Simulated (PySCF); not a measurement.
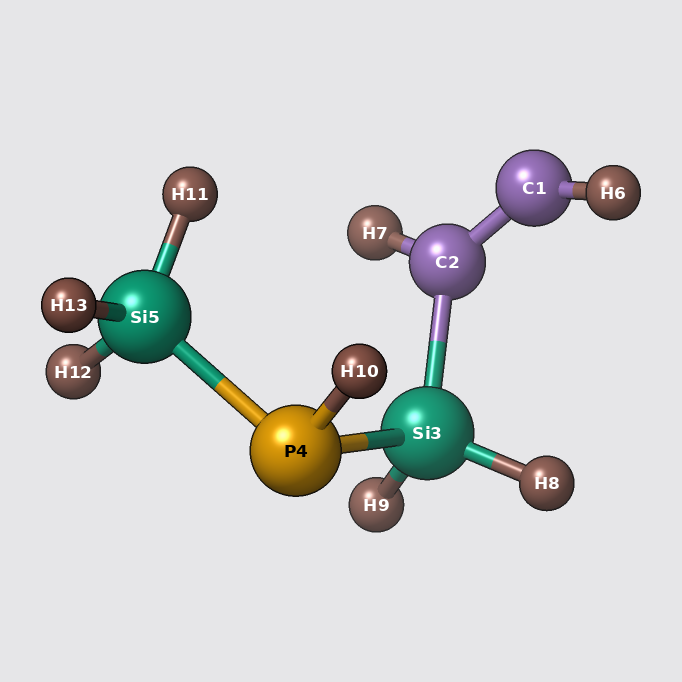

The species is neutral and a spin doublet. The geometry was computed by an optimisation with GFN2-xTB. No frequency run is at hand to confirm it as a minimum. Method: UKS B3LYP, pcH-1 on C H P Si, non-relativistic (PySCF 2.14.0).

Give the isotropic hyperfine couplings (Fermi-contact term alone) of C1, C2, Si3, P4, Si5, H6, H7, H8, H9, H10, H11, H12, H13.

| atom | isotope | a_iso (MHz) |
| --- | --- | --- |
| C1 | 13C | 298.1 |
| C2 | 13C | −31.0 |
| Si3 | 29Si | −146.1 |
| P4 | 31P | 3.4 |
| Si5 | 29Si | −0.8 |
| H6 | 1H | 57.4 |
| H7 | 1H | 148.3 |
| H8 | 1H | −2.2 |
| H9 | 1H | 16.1 |
| H10 | 1H | 1.0 |
| H11 | 1H | 1.1 |
| H12 | 1H | 0.1 |
| H13 | 1H | 0.1 |

The geometry is semi-empirical. Around P, Si such bond lengths and angles can be off by a tenth of an ångström or more and by several degrees, and values that hang on the shape move with them.
